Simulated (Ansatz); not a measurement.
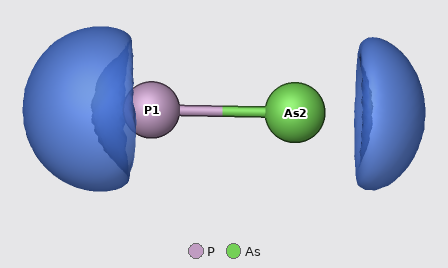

*AsP (SMILES P#[As]). Isosurface of the ELF at 0.85 (blue), seen from one side. Core shells and regions of very low density are left out.*

Geometry: PBE0-D4/def2-TZVP.

The calculation used Ansatz 0.2.0, RKS PBE0-D4/def2-TZVPP.

```yaml
atoms:
  - { symbol: P, position_ang: [0.8482, -0.2805, 0.4354] }
  - { symbol: As, position_ang: [-0.8482, 0.2805, -0.4354] }
```

> Describe the localisation domains.

The surface consists of one lobe on As, pointing away from the bonds (lone pairs) and one lobe on P, pointing away from the bonds (lone pairs).

Values along the shortest contacts:
As–P (1.99 Å): the ELF peaks at about 0.80 between the atoms: a covalent bond.
